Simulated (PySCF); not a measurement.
# CHF2S (SMILES F[C](F)S): a first try and a second

Aim: the energy of CHF2S at UMP2/TZP-DKH (sfX2C).

The calculation is run with PySCF 2.14.0.

### Step 1. The system as given

CHF2S: 5 atoms, total charge 0, spin state doublet. SMILES: `F[C](F)S`. The coordinates come from a GFN2-xTB relaxation.

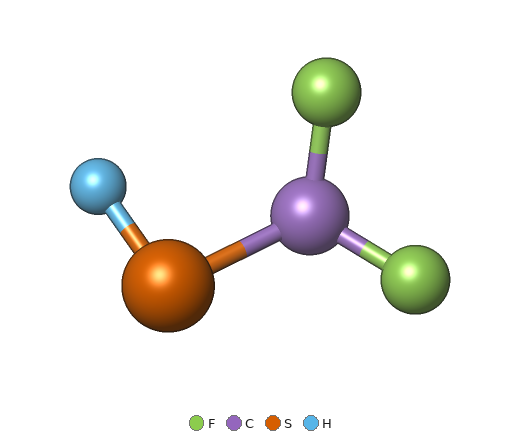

Viewed from a chosen angle; fluorine green, carbon purple, sulfur orange, hydrogen blue.

### Step 2. Try one

Input file calc.py:

```python
from pyscf import gto, mp

mol = gto.Mole()
mol.atom = '''
F      2.002977     0.159361     1.789023
C      0.449566    -0.929953     0.107563
F     -0.380534    -3.120864     1.026802
S     -1.845752     0.994298    -1.284201
H     -0.226276     2.897177    -1.639167
'''
mol.basis = 'tzp-dkh'
mol.max_memory = 1860
mol.spin = 1
mol.verbose = 3
mol.unit = 'bohr'
mol.symmetry = True
mol.build()

mf = mol.UHF()
mf = mf.sfx2c1e()
mf.max_cycle = 59
mf.level_shift = 3.0
mf.kernel()

pt = mp.MP2(mf, frozen=8).run()
etot = pt.e_tot
print('E = %.10f Eh' % etot)
mf.analyze()
```

On the command line:

```bash
$ OMP_NUM_THREADS=1 python calc.py
```

Log:

```text
SCF not converged.
SCF energy = -636.177243411615 after 59 cycles  <S^2> = 0.76347089  2S+1 = 2.0134258
E(UMP2) = -636.984596272453  E_corr = -0.807352860838237
E(SCS-UMP2) = -636.964728902225  E_corr = -0.787485490610369
E = -636.9845962725 Eh
**** MO energy ****
                             alpha | beta                alpha | beta
MO #1   energy= -92.2908408980116  | -92.2898076268003  occ= 1 | 1
MO #2   energy= -26.3676150204376  | -26.3635346561003  occ= 1 | 1
MO #3   energy= -26.3622693935873  | -26.3577490800709  occ= 1 | 1
MO #4   energy= -11.4516919903529  | -11.4227637149069  occ= 1 | 1
MO #5   energy= -9.05389358792713  | -9.05282607097223  occ= 1 | 1
MO #6   energy= -6.68755262849691  | -6.68537299276265  occ= 1 | 1
MO #7   energy= -6.68493037142272  | -6.6844046968171   occ= 1 | 1
MO #8   energy= -6.68346978574159  | -6.68082827739118  occ= 1 | 1
MO #9   energy= -1.70107143452262  | -1.68620279121841  occ= 1 | 1
MO #10  energy= -1.63757459990564  | -1.62647477607357  occ= 1 | 1
MO #11  energy= -1.0854519992744   | -1.06246138944724  occ= 1 | 1
MO #12  energy= -0.916893817777861 | -0.887241058074991 occ= 1 | 1
MO #13  energy= -0.795617879878406 | -0.785224422516456 occ= 1 | 1
MO #14  energy= -0.788295043201957 | -0.752032767917411 occ= 1 | 1
MO #15  energy= -0.762510458011259 | -0.725293044751378 occ= 1 | 1
MO #16  energy= -0.704023909932304 | -0.670958872663905 occ= 1 | 1
[... 123 lines of this table left out ...]
MO #140 energy= 12.9686235164925   | 12.9732466367421   occ= 0 | 0
MO #141 energy= 14.1921779298776   | 14.193808622442    occ= 0 | 0
MO #142 energy= 44.5977211193598   | 44.612278911184    occ= 0 | 0
MO #143 energy= 73.6938273326737   | 73.6946261283186   occ= 0 | 0
MO #144 energy= 82.1501095916666   | 82.1522226972972   occ= 0 | 0
MO #145 energy= 82.2300515797473   | 82.2321452379019   occ= 0 | 0
MO #146 energy= 304.980911927059   | 304.981246806269   occ= 0 | 0
MO #147 energy= 1352.89656043921   | 1352.89666624638   occ= 0 | 0

To work with the spin densities directly, `use mulliken_meta_spin()` only printing them here.

 ** Mulliken spin pop alpha/beta on meta-lowdin orthogonal AOs **
 ** Mulliken Spin Density (per atom)  **
spin density of  0 F =      0.03873
spin density of  1 C =      0.86694
spin density of  2 F =      0.03325
spin density of  3 S =      0.06084
spin density of  4 H =      0.00023
 ** Mulliken pop alpha/beta on meta-lowdin orthogonal AOs **
 ** Mulliken atomic charges   ( Nelec_alpha | Nelec_beta ) **
charge of  0F =     -0.30727  (     4.67300      4.63427 )
charge of  1C =      0.46832  (     3.19931      2.33237 )
charge of  2F =     -0.29529  (     4.66427      4.63102 )
charge of  3S =      0.04188  (     8.00948      7.94864 )
charge of  4H =      0.09236  (     0.45394      0.45371 )
Dipole moment(X, Y, Z, Debye): -0.10592,  1.38990, -1.16358
```

It took 48 s on 1 thread of Intel Xeon Platinum 8488C (Sapphire Rapids), shared host; peak memory 1.1 GiB.

### Step 3. What went wrong

The iterations ended before the threshold was met.

The telling line is `SCF not converged.`. What is wrong: the convergence aids are set badly. The sound input differs in these keys, not all of which need be the cause: level shift at its default in place of 3; SCF iteration cap 100 in place of 59.

### Step 4. Second attempt

Input file input.py:

```python
# F[C](F)S
from pyscf import gto, scf, mp

molecule = gto.M(
    atom='''
F      2.002977     0.159361     1.789023
C      0.449566    -0.929953     0.107563
F     -0.380534    -3.120864     1.026802
S     -1.845752     0.994298    -1.284201
H     -0.226276     2.897177    -1.639167
''',
    unit='bohr',
    basis='tzp-dkh',
    symmetry=True,
    verbose=3,
    spin=1,
    max_memory=1860,
    charge=0,
)

mf = scf.UHF(molecule)
mf = mf.x2c()
mf.max_cycle = 100
mf.kernel()

pt = mp.MP2(mf, frozen=8).run()
e_tot = pt.e_tot
print('E = %.10f Eh' % e_tot)
dip = mf.dip_moment()
pop, q = mf.mulliken_pop()
```

On the command line:

```bash
$ OMP_NUM_THREADS=1 python input.py
```

Log:

```text
converged SCF energy = -636.177243418694  <S^2> = 0.76345803  2S+1 = 2.013413
E(UMP2) = -636.984595781796  E_corr = -0.807352363102594
E(SCS-UMP2) = -636.964728534912  E_corr = -0.787485116218068
E = -636.9845957818 Eh
Dipole moment(X, Y, Z, Debye): -0.10601,  1.39004, -1.16372
 ** Mulliken pop       alpha | beta **
pop of  0 F 1s        0.29409 | 0.29400
pop of  0 F 2s        0.69051 | 0.69068
pop of  0 F 3s        0.10941 | 0.10779
pop of  0 F 4s        0.49805 | 0.49407
pop of  0 F 5s        0.36798 | 0.37259
pop of  0 F 2px       0.36641 | 0.36290
pop of  0 F 2py       0.38906 | 0.38360
pop of  0 F 2pz       0.37178 | 0.34464
pop of  0 F 3px       0.36945 | 0.37035
pop of  0 F 3py       0.38482 | 0.38321
pop of  0 F 3pz       0.37000 | 0.35834
pop of  0 F 4px       0.13988 | 0.14751
pop of  0 F 4py       0.15457 | 0.16000
pop of  0 F 4pz       0.13300 | 0.14938
pop of  0 F 3dxy      0.00009 | 0.00009
pop of  0 F 3dyz      0.00011 | 0.00010
pop of  0 F 3dz^2     0.00008 | 0.00006
pop of  0 F 3dxz      0.00018 | 0.00017
pop of  0 F 3dx2-y2    0.00006 | 0.00005
pop of  0 F 4dxy      0.00132 | 0.00121
pop of  0 F 4dyz      0.00149 | 0.00151
pop of  0 F 4dz^2     0.00126 | 0.00108
pop of  0 F 4dxz      0.00257 | 0.00234
pop of  0 F 4dx2-y2    0.00105 | 0.00080
pop of  0 F 4f-3      0.00003 | 0.00003
pop of  0 F 4f-2      0.00009 | 0.00009
pop of  0 F 4f-1      0.00004 | 0.00003
[... 108 lines of this table left out ...]
pop of  4 H 3s        0.05071 | 0.05030
pop of  4 H 2px       0.00485 | 0.00492
pop of  4 H 2py       0.00715 | 0.00666
pop of  4 H 2pz       0.00235 | 0.00235
pop of  4 H 3px       0.00319 | 0.00319
pop of  4 H 3py       0.00351 | 0.00396
pop of  4 H 3pz       0.00541 | 0.00531
pop of  4 H 3dxy      0.00041 | 0.00039
pop of  4 H 3dyz      0.00025 | 0.00024
pop of  4 H 3dz^2     0.00017 | 0.00017
pop of  4 H 3dxz      0.00018 | 0.00017
pop of  4 H 3dx2-y2    0.00032 | 0.00027
In total            21.00000 | 20.00000
 ** Mulliken atomic charges   ( Nelec_alpha | Nelec_beta ) **
charge of  0F =     -0.27434  (     4.64755      4.62679 )
charge of  1C =      0.47922  (     3.20788      2.31290 )
charge of  2F =     -0.26414  (     4.64008      4.62405 )
charge of  3S =     -0.03903  (     8.05272      7.98630 )
charge of  4H =      0.09829  (     0.45176      0.44995 )
```

It took 37 s on 1 thread of Intel Xeon Platinum 8488C (Sapphire Rapids), shared host; peak memory 1.1 GiB.

### Step 5. Summary of results

At UMP2/TZP-DKH (sfX2C):

```
                                                  quantity          value
                                              total energy  -636.98460 Eh
                      dipole moment (Hartree–Fock density)         1.82 D
HOMO energy (Hartree–Fock orbitals) (highest over α and β)      -10.10 eV
 LUMO energy (Hartree–Fock orbitals) (lowest over α and β)        3.06 eV
               correlation energy (8 core orbitals frozen)     -807.4 mEh
                                                      ⟨S²⟩          0.763
```
